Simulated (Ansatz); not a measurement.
# Molecular dynamics, with input and output: Si₄NH₁₃ (part 1 of 3)

The run: molecular dynamics of Si₄NH₁₃. Method and program: RKS B3LYP-D4/6-31G* (Ansatz 0.2.0).

It belongs to a series of runs on one base structure; here: dynamics from the highest image of the converged band.

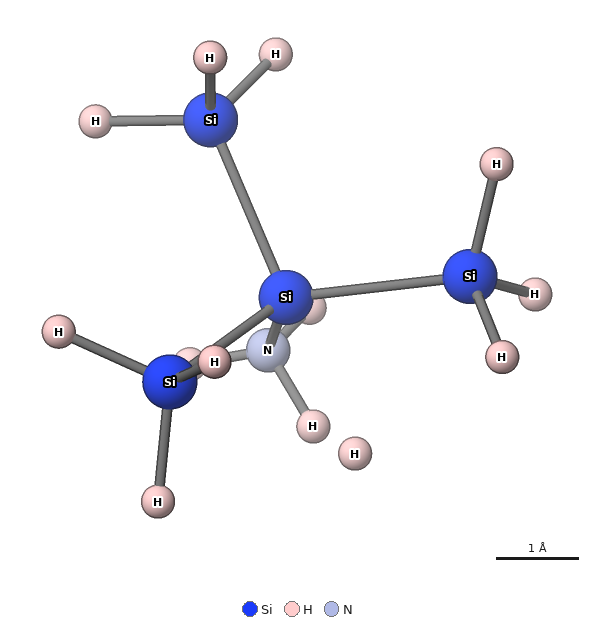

Figure 1. The starting structure (ball-and-stick view, seen at a tilt). Bond lengths as drawn: H–N 1.02 to 1.15 Å, H–Si 1.48 to 1.50 Å, N–Si 1.92 Å and Si–Si 2.33 to 2.39 Å.

## Key numbers

```json
{"quantity": "outcome", "value": "finished"}
{"quantity": "mean temperature over the second half", "value": "632 K"}
{"quantity": "trajectory", "value": "200 steps, 100 fs"}
{"quantity": "ensemble", "value": "nve"}
{"quantity": "temperature in the input", "value": "100.0 K"}
{"quantity": "time step", "value": "0.5 fs"}
{"quantity": "potential energy (last step)", "value": "−33212.7020 eV"}
{"quantity": "mean-field energy (last step)", "value": "−33211.9801 eV"}
{"quantity": "largest force (length of the vector) (last step)", "value": "1.948 eV/Å"}
{"quantity": "hardware", "value": "4 threads of Arm Neoverse V2, 24 GiB of memory available, shared host"}
{"quantity": "wall time", "value": "9.2 min (CPU time 34 min)"}
{"quantity": "peak memory", "value": "0.32 GiB"}
```

## Remarks

So short a trajectory is not equilibrated.

## Input file
```yaml
crystal:
  periodic: [false, false, false]
  atoms:
    - { symbol: Si, position_ang: [0.104083, -0.430551, -0.189748] }
    - { symbol: H, position_ang: [-1.390416, -0.511227, 1.290404] }
    - { symbol: Si, position_ang: [2.208519, -0.33232, -1.314803] }
    - { symbol: H, position_ang: [2.959634, -1.625551, -1.307913] }
    - { symbol: H, position_ang: [1.991523, 0.041228, -2.742736] }
    - { symbol: H, position_ang: [3.122694, 0.69534, -0.725964] }
    - { symbol: Si, position_ang: [-0.777327, 1.723824, -0.119755] }
    - { symbol: H, position_ang: [-2.248328, 1.689979, -0.311058] }
    - { symbol: H, position_ang: [-0.451023, 2.300523, 1.215521] }
    - { symbol: H, position_ang: [-0.179564, 2.631703, -1.146994] }
    - { symbol: Si, position_ang: [-1.118505, -2.101421, -1.289682] }
    - { symbol: H, position_ang: [-2.007466, -2.87389, -0.386666] }
    - { symbol: H, position_ang: [-1.938134, -1.451463, -2.350575] }
    - { symbol: H, position_ang: [-0.188671, -3.059107, -1.95767] }
    - { symbol: "N", position_ang: [0.786497, -0.975794, 1.518266] }
    - { symbol: H, position_ang: [1.166742, -1.922453, 1.584573] }
    - { symbol: H, position_ang: [1.43335, -0.321026, 1.96446] }
    - { symbol: H, position_ang: [-0.31401, -0.868498, 1.851742] }
basis:
  gaussian: { orbitals: "6-31G*" }
hamiltonian:
  xc: b3lyp
  dispersion: d4
md:
  timestep: 0.5
  n_steps: 200
  ensemble: nve
  temperature: 100.0
  initial_velocities: maxwell_boltzmann
  seed: 9003
```

Launch command:
```bash
ansatz run input.yaml --threads 4 --pin off --max-ram 5120MiB --backend cpu --events-out ev --progress --plain --runs-dir out
```

## The program's output
```
Engine: ansatz 0.2.0, aarch64-unknown-linux-gnu
Functional definition: B3LYP
  parameter a0 = 0.2
  parameter ax = 0.72
  parameter ac = 0.81
  exchange = (1 - a0 - ax)*slater_x + ax*b88_x + a0*exact_x
  correlation = (1 - ac)*vwn_rpa_c + ac*lyp_c
1298 factors; integrals over basis functions are off by at most 7.6e-4 eV
mean field evaluation 1: about -33206.3959 eV, gradient 4.3e1 eV
mean field evaluation 2: about -33202.8881 eV, gradient 5.9e1 eV
mean field evaluation 4: about -33210.3099 eV, gradient 1.6e0 eV
mean field evaluation 8: about -33210.3413 eV, gradient 1.1e-1 eV
mean field evaluation 16: about -33210.3414 eV, gradient 1.1e-5 eV
mean field -33210.34135624 eV, -1220.4575340639 hartree, gradient 1.1e-5 eV, S^2 0.000000; 0 other end points of the search recorded, 0 dependent functions left out
the calculation of the forces begins
reference -33210.34169222 eV, -1220.4575464108 hartree; 38, 38 occupied and 79, 79 virtual orbitals, 1298 factors
md step     0: t =     0.00 fs  T =   100.0 K  F+E_penalty+E_count = -33211.20372070 eV  E_kin = 0.206816 eV  conserved = -33210.99690471 eV  (26 SCF iters)
these checks for a lower state are left out or cut short: starts, cluster_reference, orbital_swaps, neighbouring_geometries, increment
1298 factors; integrals over basis functions are off by at most 7.5e-4 eV
mean field -33210.33859056 eV, -1220.4574324272 hartree, gradient 9.2e-6 eV, S^2 0.000000; 0 other end points of the search recorded, 0 dependent functions left out
the calculation of the forces begins
reference -33210.33892636 eV, -1220.4574447675 hartree; 38, 38 occupied and 79, 79 virtual orbitals, 1298 factors
md step     1: t =     0.50 fs  T =    98.7 K  F+E_penalty+E_count = -33211.20103731 eV  E_kin = 0.204157 eV  conserved = -33210.99688020 eV  (24 SCF iters, 3 dispersion substeps)
[... from here on the SCF iterations and repeated set-up lines of each step are left out, up to the last step ...]
md step     2: t =     1.00 fs  T =    95.5 K  F+E_penalty+E_count = -33211.19427886 eV  E_kin = 0.197466 eV  conserved = -33210.99681334 eV  (24 SCF iters, 3 dispersion substeps)
md step     3: t =     1.50 fs  T =    90.8 K  F+E_penalty+E_count = -33211.18449376 eV  E_kin = 0.187771 eV  conserved = -33210.99672275 eV  (24 SCF iters, 3 dispersion substeps)
md step     4: t =     2.00 fs  T =    85.3 K  F+E_penalty+E_count = -33211.17311542 eV  E_kin = 0.176486 eV  conserved = -33210.99662954 eV  (24 SCF iters, 3 dispersion substeps)
md step     5: t =     2.50 fs  T =    79.8 K  F+E_penalty+E_count = -33211.16162539 eV  E_kin = 0.165073 eV  conserved = -33210.99655253 eV  (24 SCF iters, 3 dispersion substeps)
md step     6: t =     3.00 fs  T =    74.8 K  F+E_penalty+E_count = -33211.15124576 eV  E_kin = 0.154740 eV  conserved = -33210.99650540 eV  (24 SCF iters, 3 dispersion substeps)
md step     7: t =     3.50 fs  T =    70.7 K  F+E_penalty+E_count = -33211.14272819 eV  E_kin = 0.146236 eV  conserved = -33210.99649236 eV  (23 SCF iters, 3 dispersion substeps)
md step     8: t =     4.00 fs  T =    67.6 K  F+E_penalty+E_count = -33211.13628835 eV  E_kin = 0.139780 eV  conserved = -33210.99650820 eV  (23 SCF iters, 3 dispersion substeps)
md step     9: t =     4.50 fs  T =    65.3 K  F+E_penalty+E_count = -33211.13169048 eV  E_kin = 0.135150 eV  conserved = -33210.99654019 eV  (23 SCF iters, 3 dispersion substeps)
md step    10: t =     5.00 fs  T =    63.8 K  F+E_penalty+E_count = -33211.12844873 eV  E_kin = 0.131876 eV  conserved = -33210.99657247 eV  (23 SCF iters, 3 dispersion substeps)
md step    11: t =     5.50 fs  T =    62.6 K  F+E_penalty+E_count = -33211.12607203 eV  E_kin = 0.129479 eV  conserved = -33210.99659262 eV  (23 SCF iters, 3 dispersion substeps)
md step    12: t =     6.00 fs  T =    61.7 K  F+E_penalty+E_count = -33211.12425564 eV  E_kin = 0.127659 eV  conserved = -33210.99659657 eV  (23 SCF iters, 3 dispersion substeps)
md step    13: t =     6.50 fs  T =    61.1 K  F+E_penalty+E_count = -33211.12294175 eV  E_kin = 0.126351 eV  conserved = -33210.99659043 eV  (23 SCF iters, 3 dispersion substeps)
md step    14: t =     7.00 fs  T =    60.8 K  F+E_penalty+E_count = -33211.12222902 eV  E_kin = 0.125643 eV  conserved = -33210.99658572 eV  (23 SCF iters, 3 dispersion substeps)
md step    15: t =     7.50 fs  T =    60.7 K  F+E_penalty+E_count = -33211.12219805 eV  E_kin = 0.125606 eV  conserved = -33210.99659178 eV  (23 SCF iters, 3 dispersion substeps)
md step    16: t =     8.00 fs  T =    61.0 K  F+E_penalty+E_count = -33211.12277122 eV  E_kin = 0.126162 eV  conserved = -33210.99660914 eV  (23 SCF iters, 3 dispersion substeps)
md step    17: t =     8.50 fs  T =    61.4 K  F+E_penalty+E_count = -33211.12370791 eV  E_kin = 0.127080 eV  conserved = -33210.99662812 eV  (23 SCF iters, 3 dispersion substeps)
md step    18: t =     9.00 fs  T =    61.9 K  F+E_penalty+E_count = -33211.12475107 eV  E_kin = 0.128116 eV  conserved = -33210.99663462 eV  (24 SCF iters, 3 dispersion substeps)
md step    19: t =     9.50 fs  T =    62.5 K  F+E_penalty+E_count = -33211.12584112 eV  E_kin = 0.129223 eV  conserved = -33210.99661810 eV  (23 SCF iters, 3 dispersion substeps)
md step    20: t =    10.00 fs  T =    63.2 K  F+E_penalty+E_count = -33211.12727297 eV  E_kin = 0.130695 eV  conserved = -33210.99657794 eV  (23 SCF iters, 3 dispersion substeps)
md step    21: t =    10.50 fs  T =    64.4 K  F+E_penalty+E_count = -33211.12970335 eV  E_kin = 0.133179 eV  conserved = -33210.99652454 eV  (23 SCF iters, 3 dispersion substeps)
md step    22: t =    11.00 fs  T =    66.5 K  F+E_penalty+E_count = -33211.13399255 eV  E_kin = 0.137518 eV  conserved = -33210.99647420 eV  (26 SCF iters, 3 dispersion substeps)
md step    23: t =    11.50 fs  T =    69.9 K  F+E_penalty+E_count = -33211.14094472 eV  E_kin = 0.144500 eV  conserved = -33210.99644457 eV  (23 SCF iters, 3 dispersion substeps)
md step    24: t =    12.00 fs  T =    74.7 K  F+E_penalty+E_count = -33211.15103798 eV  E_kin = 0.154591 eV  conserved = -33210.99644710 eV  (23 SCF iters, 3 dispersion substeps)
md step    25: t =    12.50 fs  T =    81.1 K  F+E_penalty+E_count = -33211.16424338 eV  E_kin = 0.167760 eV  conserved = -33210.99648355 eV  (24 SCF iters, 3 dispersion substeps)
md step    26: t =    13.00 fs  T =    88.7 K  F+E_penalty+E_count = -33211.17999280 eV  E_kin = 0.183447 eV  conserved = -33210.99654601 eV  (23 SCF iters, 3 dispersion substeps)
md step    27: t =    13.50 fs  T =    97.0 K  F+E_penalty+E_count = -33211.19730804 eV  E_kin = 0.200690 eV  conserved = -33210.99661821 eV  (23 SCF iters, 3 dispersion substeps)
md step    28: t =    14.00 fs  T =   105.6 K  F+E_penalty+E_count = -33211.21506084 eV  E_kin = 0.218381 eV  conserved = -33210.99667971 eV  (24 SCF iters, 3 dispersion substeps)
md step    29: t =    14.50 fs  T =   113.9 K  F+E_penalty+E_count = -33211.23229075 eV  E_kin = 0.235579 eV  conserved = -33210.99671156 eV  (23 SCF iters, 3 dispersion substeps)
md step    30: t =    15.00 fs  T =   121.7 K  F+E_penalty+E_count = -33211.24848447 eV  E_kin = 0.251779 eV  conserved = -33210.99670571 eV  (23 SCF iters, 3 dispersion substeps)
md step    31: t =    15.50 fs  T =   129.1 K  F+E_penalty+E_count = -33211.26369985 eV  E_kin = 0.267034 eV  conserved = -33210.99666589 eV  (24 SCF iters, 3 dispersion substeps)
md step    32: t =    16.00 fs  T =   136.3 K  F+E_penalty+E_count = -33211.27846848 eV  E_kin = 0.281858 eV  conserved = -33210.99661039 eV  (24 SCF iters, 3 dispersion substeps)
md step    33: t =    16.50 fs  T =   143.6 K  F+E_penalty+E_count = -33211.29346236 eV  E_kin = 0.296894 eV  conserved = -33210.99656848 eV  (23 SCF iters, 3 dispersion substeps)
md step    34: t =    17.00 fs  T =   151.1 K  F+E_penalty+E_count = -33211.30904239 eV  E_kin = 0.312481 eV  conserved = -33210.99656164 eV  (23 SCF iters, 3 dispersion substeps)
md step    35: t =    17.50 fs  T =   158.8 K  F+E_penalty+E_count = -33211.32497638 eV  E_kin = 0.328379 eV  conserved = -33210.99659726 eV  (24 SCF iters, 3 dispersion substeps)
md step    36: t =    18.00 fs  T =   166.3 K  F+E_penalty+E_count = -33211.34067521 eV  E_kin = 0.344011 eV  conserved = -33210.99666432 eV  (23 SCF iters, 3 dispersion substeps)
md step    37: t =    18.50 fs  T =   173.6 K  F+E_penalty+E_count = -33211.35581547 eV  E_kin = 0.359071 eV  conserved = -33210.99674439 eV  (23 SCF iters, 3 dispersion substeps)
md step    38: t =    19.00 fs  T =   180.6 K  F+E_penalty+E_count = -33211.37039103 eV  E_kin = 0.373567 eV  conserved = -33210.99682404 eV  (23 SCF iters, 3 dispersion substeps)
md step    39: t =    19.50 fs  T =   187.2 K  F+E_penalty+E_count = -33211.38404470 eV  E_kin = 0.387152 eV  conserved = -33210.99689300 eV  (24 SCF iters, 3 dispersion substeps)
md step    40: t =    20.00 fs  T =   192.9 K  F+E_penalty+E_count = -33211.39587759 eV  E_kin = 0.398932 eV  conserved = -33210.99694561 eV  (25 SCF iters, 3 dispersion substeps)
md step    41: t =    20.50 fs  T =   197.2 K  F+E_penalty+E_count = -33211.40487861 eV  E_kin = 0.407892 eV  conserved = -33210.99698670 eV  (25 SCF iters, 3 dispersion substeps)
md step    42: t =    21.00 fs  T =   199.8 K  F+E_penalty+E_count = -33211.41022395 eV  E_kin = 0.413198 eV  conserved = -33210.99702550 eV  (25 SCF iters, 3 dispersion substeps)
md step    43: t =    21.50 fs  T =   200.3 K  F+E_penalty+E_count = -33211.41126496 eV  E_kin = 0.414197 eV  conserved = -33210.99706771 eV  (26 SCF iters, 3 dispersion substeps)
md step    44: t =    22.00 fs  T =   198.4 K  F+E_penalty+E_count = -33211.40743475 eV  E_kin = 0.410326 eV  conserved = -33210.99710872 eV  (26 SCF iters, 3 dispersion substeps)
md step    45: t =    22.50 fs  T =   194.0 K  F+E_penalty+E_count = -33211.39827942 eV  E_kin = 0.401146 eV  conserved = -33210.99713307 eV  (25 SCF iters, 3 dispersion substeps)
md step    46: t =    23.00 fs  T =   186.9 K  F+E_penalty+E_count = -33211.38367118 eV  E_kin = 0.386554 eV  conserved = -33210.99711691 eV  (25 SCF iters, 3 dispersion substeps)
md step    47: t =    23.50 fs  T =   177.5 K  F+E_penalty+E_count = -33211.36414952 eV  E_kin = 0.367113 eV  conserved = -33210.99703688 eV  (26 SCF iters, 3 dispersion substeps)
md step    48: t =    24.00 fs  T =   166.5 K  F+E_penalty+E_count = -33211.34125189 eV  E_kin = 0.344370 eV  conserved = -33210.99688140 eV  (23 SCF iters, 3 dispersion substeps)
md step    49: t =    24.50 fs  T =   155.2 K  F+E_penalty+E_count = -33211.31766469 eV  E_kin = 0.321005 eV  conserved = -33210.99665933 eV  (23 SCF iters, 3 dispersion substeps)
md step    50: t =    25.00 fs  T =   145.4 K  F+E_penalty+E_count = -33211.29705413 eV  E_kin = 0.300648 eV  conserved = -33210.99640565 eV  (24 SCF iters, 3 dispersion substeps)
md step    51: t =    25.50 fs  T =   138.9 K  F+E_penalty+E_count = -33211.28351032 eV  E_kin = 0.287335 eV  conserved = -33210.99617564 eV  (23 SCF iters, 3 dispersion substeps)
md step    52: t =    26.00 fs  T =   137.6 K  F+E_penalty+E_count = -33211.28068481 eV  E_kin = 0.284654 eV  conserved = -33210.99603074 eV  (22 SCF iters, 3 dispersion substeps)
md step    53: t =    26.50 fs  T =   142.6 K  F+E_penalty+E_count = -33211.29084868 eV  E_kin = 0.294832 eV  conserved = -33210.99601673 eV  (22 SCF iters, 3 dispersion substeps)
md step    54: t =    27.00 fs  T =   153.8 K  F+E_penalty+E_count = -33211.31420017 eV  E_kin = 0.318055 eV  conserved = -33210.99614528 eV  (23 SCF iters, 3 dispersion substeps)
md step    55: t =    27.50 fs  T =   170.4 K  F+E_penalty+E_count = -33211.34870116 eV  E_kin = 0.352315 eV  conserved = -33210.99638658 eV  (23 SCF iters, 3 dispersion substeps)
md step    56: t =    28.00 fs  T =   190.4 K  F+E_penalty+E_count = -33211.39053555 eV  E_kin = 0.393854 eV  conserved = -33210.99668139 eV  (24 SCF iters, 3 dispersion substeps)
md step    57: t =    28.50 fs  T =   211.8 K  F+E_penalty+E_count = -33211.43502268 eV  E_kin = 0.438061 eV  conserved = -33210.99696214 eV  (23 SCF iters, 3 dispersion substeps)
md step    58: t =    29.00 fs  T =   232.3 K  F+E_penalty+E_count = -33211.47765757 eV  E_kin = 0.480481 eV  conserved = -33210.99717663 eV  (23 SCF iters, 3 dispersion substeps)
md step    59: t =    29.50 fs  T =   250.3 K  F+E_penalty+E_count = -33211.51493123 eV  E_kin = 0.517632 eV  conserved = -33210.99729972 eV  (23 SCF iters, 3 dispersion substeps)
md step    60: t =    30.00 fs  T =   264.7 K  F+E_penalty+E_count = -33211.54472960 eV  E_kin = 0.547395 eV  conserved = -33210.99733504 eV  (23 SCF iters, 3 dispersion substeps)
md step    61: t =    30.50 fs  T =   275.1 K  F+E_penalty+E_count = -33211.56629327 eV  E_kin = 0.568986 eV  conserved = -33210.99730696 eV  (23 SCF iters, 3 dispersion substeps)
md step    62: t =    31.00 fs  T =   281.7 K  F+E_penalty+E_count = -33211.57987426 eV  E_kin = 0.582632 eV  conserved = -33210.99724265 eV  (23 SCF iters, 3 dispersion substeps)
md step    63: t =    31.50 fs  T =   284.9 K  F+E_penalty+E_count = -33211.58631241 eV  E_kin = 0.589147 eV  conserved = -33210.99716584 eV  (23 SCF iters, 3 dispersion substeps)
md step    64: t =    32.00 fs  T =   285.1 K  F+E_penalty+E_count = -33211.58668686 eV  E_kin = 0.589599 eV  conserved = -33210.99708745 eV  (23 SCF iters, 3 dispersion substeps)
md step    65: t =    32.50 fs  T =   282.9 K  F+E_penalty+E_count = -33211.58213868 eV  E_kin = 0.585130 eV  conserved = -33210.99700892 eV  (23 SCF iters, 3 dispersion substeps)
md step    66: t =    33.00 fs  T =   278.9 K  F+E_penalty+E_count = -33211.57383577 eV  E_kin = 0.576908 eV  conserved = -33210.99692748 eV  (23 SCF iters, 3 dispersion substeps)
md step    67: t =    33.50 fs  T =   273.8 K  F+E_penalty+E_count = -33211.56301039 eV  E_kin = 0.566170 eV  conserved = -33210.99684057 eV  (26 SCF iters, 3 dispersion substeps)
md step    68: t =    34.00 fs  T =   268.0 K  F+E_penalty+E_count = -33211.55098527 eV  E_kin = 0.554236 eV  conserved = -33210.99674962 eV  (23 SCF iters, 3 dispersion substeps)
md step    69: t =    34.50 fs  T =   262.3 K  F+E_penalty+E_count = -33211.53913351 eV  E_kin = 0.542471 eV  conserved = -33210.99666223 eV  (23 SCF iters, 3 dispersion substeps)
md step    70: t =    35.00 fs  T =   257.3 K  F+E_penalty+E_count = -33211.52875153 eV  E_kin = 0.532160 eV  conserved = -33210.99659104 eV  (23 SCF iters, 3 dispersion substeps)
md step    71: t =    35.50 fs  T =   253.5 K  F+E_penalty+E_count = -33211.52086831 eV  E_kin = 0.524319 eV  conserved = -33210.99654918 eV  (23 SCF iters, 3 dispersion substeps)
md step    72: t =    36.00 fs  T =   251.2 K  F+E_penalty+E_count = -33211.51605730 eV  E_kin = 0.519513 eV  conserved = -33210.99654428 eV  (22 SCF iters, 3 dispersion substeps)
md step    73: t =    36.50 fs  T =   250.4 K  F+E_penalty+E_count = -33211.51434291 eV  E_kin = 0.517771 eV  conserved = -33210.99657203 eV  (22 SCF iters, 3 dispersion substeps)
md step    74: t =    37.00 fs  T =   250.8 K  F+E_penalty+E_count = -33211.51528436 eV  E_kin = 0.518670 eV  conserved = -33210.99661471 eV  (23 SCF iters, 3 dispersion substeps)
md step    75: t =    37.50 fs  T =   252.2 K  F+E_penalty+E_count = -33211.51825027 eV  E_kin = 0.521601 eV  conserved = -33210.99664911 eV  (23 SCF iters, 3 dispersion substeps)
md step    76: t =    38.00 fs  T =   254.4 K  F+E_penalty+E_count = -33211.52278491 eV  E_kin = 0.526130 eV  conserved = -33210.99665510 eV  (23 SCF iters, 3 dispersion substeps)
md step    77: t =    38.50 fs  T =   257.4 K  F+E_penalty+E_count = -33211.52890747 eV  E_kin = 0.532281 eV  conserved = -33210.99662676 eV  (23 SCF iters, 3 dispersion substeps)
md step    78: t =    39.00 fs  T =   261.4 K  F+E_penalty+E_count = -33211.53718042 eV  E_kin = 0.540603 eV  conserved = -33210.99657734 eV  (23 SCF iters, 3 dispersion substeps)
md step    79: t =    39.50 fs  T =   266.9 K  F+E_penalty+E_count = -33211.54848005 eV  E_kin = 0.551944 eV  conserved = -33210.99653568 eV  (23 SCF iters, 3 dispersion substeps)
md step    80: t =    40.00 fs  T =   274.2 K  F+E_penalty+E_count = -33211.56353808 eV  E_kin = 0.567003 eV  conserved = -33210.99653470 eV  (23 SCF iters, 3 dispersion substeps)
md step    81: t =    40.50 fs  T =   283.3 K  F+E_penalty+E_count = -33211.58243317 eV  E_kin = 0.585833 eV  conserved = -33210.99659979 eV  (23 SCF iters, 3 dispersion substeps)
md step    82: t =    41.00 fs  T =   293.7 K  F+E_penalty+E_count = -33211.60422533 eV  E_kin = 0.607487 eV  conserved = -33210.99673846 eV  (23 SCF iters, 3 dispersion substeps)
md step    83: t =    41.50 fs  T =   304.6 K  F+E_penalty+E_count = -33211.62687103 eV  E_kin = 0.629932 eV  conserved = -33210.99693885 eV  (23 SCF iters, 3 dispersion substeps)
md step    84: t =    42.00 fs  T =   314.4 K  F+E_penalty+E_count = -33211.64744700 eV  E_kin = 0.650275 eV  conserved = -33210.99717178 eV  (27 SCF iters, 3 dispersion substeps)
md step    85: t =    42.50 fs  T =   321.7 K  F+E_penalty+E_count = -33211.66263694 eV  E_kin = 0.665242 eV  conserved = -33210.99739485 eV  (27 SCF iters, 3 dispersion substeps)
md step    86: t =    43.00 fs  T =   324.9 K  F+E_penalty+E_count = -33211.66940639 eV  E_kin = 0.671849 eV  conserved = -33210.99755783 eV  (27 SCF iters, 3 dispersion substeps)
md step    87: t =    43.50 fs  T =   323.1 K  F+E_penalty+E_count = -33211.66578412 eV  E_kin = 0.668177 eV  conserved = -33210.99760715 eV  (27 SCF iters, 3 dispersion substeps)
md step    88: t =    44.00 fs  T =   316.3 K  F+E_penalty+E_count = -33211.65165192 eV  E_kin = 0.654153 eV  conserved = -33210.99749922 eV  (27 SCF iters, 3 dispersion substeps)
md step    89: t =    44.50 fs  T =   305.7 K  F+E_penalty+E_count = -33211.62935350 eV  E_kin = 0.632134 eV  conserved = -33210.99721916 eV  (26 SCF iters, 3 dispersion substeps)
md step    90: t =    45.00 fs  T =   293.5 K  F+E_penalty+E_count = -33211.60383030 eV  E_kin = 0.607028 eV  conserved = -33210.99680236 eV  (23 SCF iters, 3 dispersion substeps)
md step    91: t =    45.50 fs  T =   283.2 K  F+E_penalty+E_count = -33211.58196307 eV  E_kin = 0.585613 eV  conserved = -33210.99635009 eV  (23 SCF iters, 3 dispersion substeps)
md step    92: t =    46.00 fs  T =   278.0 K  F+E_penalty+E_count = -33211.57097838 eV  E_kin = 0.574973 eV  conserved = -33210.99600522 eV  (23 SCF iters, 3 dispersion substeps)
md step    93: t =    46.50 fs  T =   280.6 K  F+E_penalty+E_count = -33211.57628329 eV  E_kin = 0.580389 eV  conserved = -33210.99589472 eV  (23 SCF iters, 3 dispersion substeps)
md step    94: t =    47.00 fs  T =   291.8 K  F+E_penalty+E_count = -33211.59958836 eV  E_kin = 0.603526 eV  conserved = -33210.99606254 eV  (23 SCF iters, 3 dispersion substeps)
md step    95: t =    47.50 fs  T =   310.3 K  F+E_penalty+E_count = -33211.63827392 eV  E_kin = 0.641831 eV  conserved = -33210.99644340 eV  (23 SCF iters, 3 dispersion substeps)
```
